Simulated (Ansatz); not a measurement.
The compound is KAuF3 (cubic perovskite) (Pm-3m).

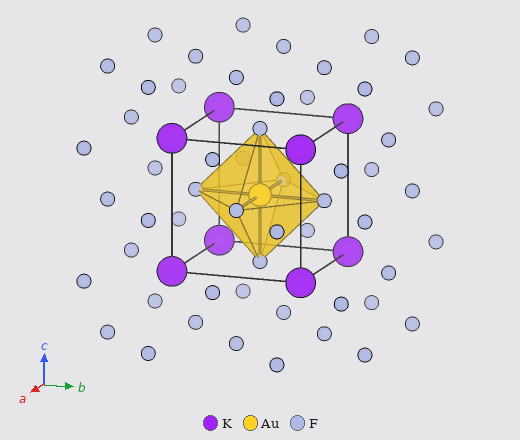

The structure (potassium purple, gold yellow, fluorine light blue). Some periodic images of atoms are drawn too.

The structure was built from a prototype and need not be the compound's stable phase.

```cif
data_structure
_symmetry_space_group_name_H-M 'P 1'
_symmetry_Int_Tables_number 1
_cell_length_a 4.3278
_cell_length_b 4.3278
_cell_length_c 4.3278
_cell_angle_alpha 90.000
_cell_angle_beta 90.000
_cell_angle_gamma 90.000
_cell_volume 81.06
loop_
_atom_site_label
_atom_site_type_symbol
_atom_site_fract_x
_atom_site_fract_y
_atom_site_fract_z
_atom_site_occupancy
K1 K 0.00000 0.00000 0.00000 1
Au2 Au 0.50000 0.50000 0.50000 1
F3 F 0.50000 0.50000 0.00000 1
F4 F 0.50000 0.00000 0.50000 1
F5 F 0.00000 0.50000 0.50000 1
```

The structure was relaxed with LDA. The structure type comes from a generator and need not be one that this composition takes. The structure was generated from a model, not taken from a measurement. The runs that relaxed it are not among those shown. The program's search for lower electronic states was switched off, so nothing shows that the state found is the lowest. Spin-orbit coupling is left out unless a run names it. PAW set soft_2, made with PBE.

A constrained-RPA run (Ansatz 0.2.0; non-magnetic LDA; Au d + anion p, bands v14 to v1, 4×4×4 mesh, medium accuracy) builds 14 functions on bands 9.1 eV wide, with 27.0 electrons in the window. The bare on-site interaction is 16.9 eV and the bare J 0.68 eV.

Q: What U and J survive the screening?

On the Au d shell, U = 6.74 eV (40 % of the bare value), U′ = 5.72 eV, J = 0.51 eV.

The parent state is non-magnetic and the interaction static (zero frequency); U depends on the window and the orbitals, so it belongs to this model alone. Spin-orbit coupling, which is strong for atoms this heavy, is left out. A window that holds the anion p bands defines a model with explicit ligands; its U belongs to that model and is not the U of DFT+U.

[Paths, hosts, dates, memory and timing lines, banners, echoed tables and standing remarks are left out of the program output.]

[Logs are printed without paths, hosts, clocks, repeated set-up lines and the standing remarks that a program may print on its own settings, such as how far it seeks lower states.]

[Runs of the session that timed out or met a known fault of the program may be left out.]

[Hosts, paths, dates, database ids (printed as entryN), source tags and the programs' standing remarks are cut or masked in the printed files.]
